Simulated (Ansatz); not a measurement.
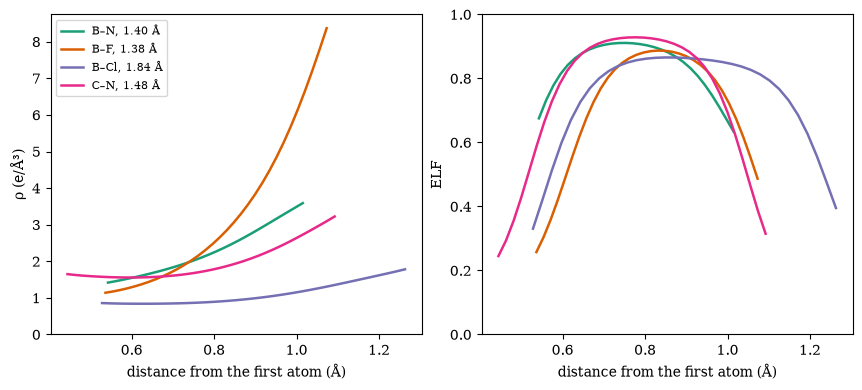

Figure. CH₄BClFN. Electron density and ELF along straight lines between neighbouring atoms. The curves leave out the atomic cores.

Computed with RKS BLYP/6-31G (Ansatz 0.2.0).

Input

```
crystal:
  periodic: [false, false, false]
  atoms:
    - { symbol: B, position_ang: [-0.840782, 0.608927, -0.933966] }
    - { symbol: F, position_ang: [-0.82268, 0.616597, -2.331851] }
    - { symbol: "N", position_ang: [0.201843, -0.145777, -0.415213] }
    - { symbol: C, position_ang: [0.634564, -0.463682, 0.953099] }
    - { symbol: H, position_ang: [0.719617, -0.506793, -1.218163] }
    - { symbol: Cl, position_ang: [-2.109881, 1.514952, 0.002162] }
    - { symbol: H, position_ang: [1.643307, -0.06444, 1.159009] }
    - { symbol: H, position_ang: [-0.073775, -0.005804, 1.659467] }
    - { symbol: H, position_ang: [0.647789, -1.55398, 1.125355] }
basis:
  gaussian: { orbitals: "6-31G" }
hamiltonian:
  xc: blyp
relax:
  f_tol: 0.03
  max_steps: 50
output:
  orbitals: {}
```

Run with:

```sh
ansatz run input.yaml --threads 1 --pin off --max-ram 2048MiB --backend cpu --events-out ev --progress --plain --runs-dir out
```

The fields are those of the relaxed geometry.

What kind of bonding do the profiles show?

B–N (1.40 Å): ρ is about 1.8 e/Å³ halfway; the ELF peaks at about 0.90 between the atoms (a polar covalent bond).
B–F (1.38 Å): ρ is about 1.7 e/Å³ halfway; the ELF peaks at about 0.90 between the atoms (a shared but strongly polarised pair).
B–Cl (1.84 Å): ρ at the midpoint is about 1 e/Å³, with its minimum of 0.84 e/Å³ about 0.6 Å from B; the ELF peaks at about 0.85 between the atoms; a shared but strongly polarised pair.
C–N (1.48 Å): ρ at the midpoint is about 1.7 e/Å³; the ELF peaks at about 0.95 between the atoms (a covalent bond).
